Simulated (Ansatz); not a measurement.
Input file:

```
crystal:
  periodic: [false, false, false]
  atoms:
    - {symbol: Al, position_ang: [-1.115859, 1.158218, -0.127858]}
    - {symbol: N, position_ang: [0.110866, -0.291474, 0.634895]}
    - {symbol: C, position_ang: [0.998491, -0.899891, -0.367827]}
    - {symbol: H, position_ang: [-1.902419, 1.574282, 1.207535]}
    - {symbol: H, position_ang: [-1.910473, 0.282911, -1.213537]}
    - {symbol: H, position_ang: [0.656497, 0.122855, 1.384674]}
    - {symbol: H, position_ang: [-0.003980, 2.175675, -0.679994]}
    - {symbol: H, position_ang: [-0.473229, -1.001321, 1.066750]}
    - {symbol: H, position_ang: [1.610418, -0.115321, -0.811781]}
    - {symbol: H, position_ang: [0.385214, -1.337568, -1.154853]}
    - {symbol: H, position_ang: [1.644475, -1.668168, 0.062099]}
basis:
  gaussian: {orbitals: def2-TZVPP}
hamiltonian: {xc: pbe0, dispersion: d4}
output: {orbitals: {seedname: orbitals}}
```

Command:

```sh
ansatz run in.yaml --threads 2 --pin off --events-out ev --progress --plain --max-ram 4352MiB
```

The product side of a reaction path; geometry: PBE0-D4/def2-TZVP.

These are results of Ansatz, RKS PBE0-D4/def2-TZVPP, not measurements.

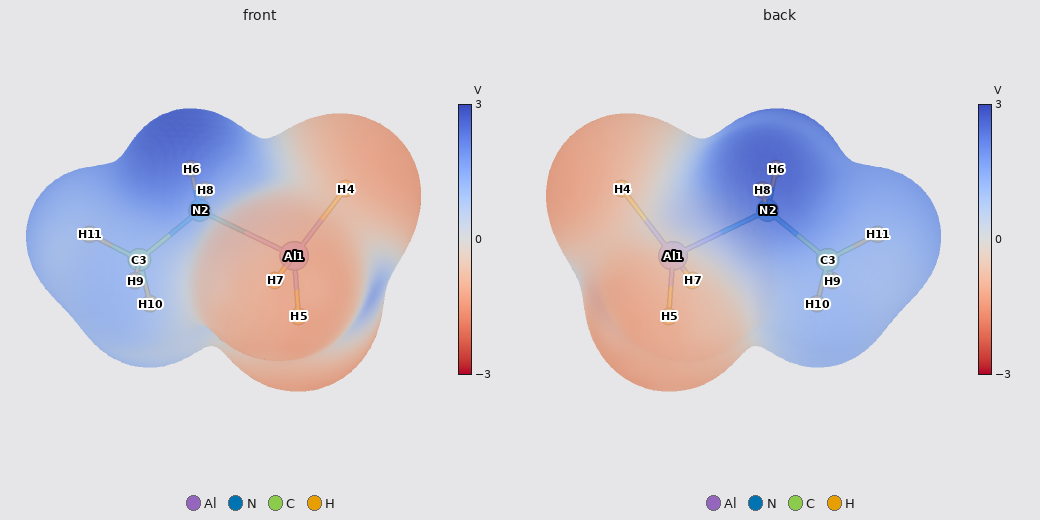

CH8AlN. The electrostatic potential painted on the density surface at 0.002 e/bohr³, seen from the front and from behind; red is negative and blue positive.

### Where is the surface potential most negative and most positive?

The most negative region (about −1.2 V) lies over H4, H5 and H7, the most positive (about +2.7 V) over H6 and H8.
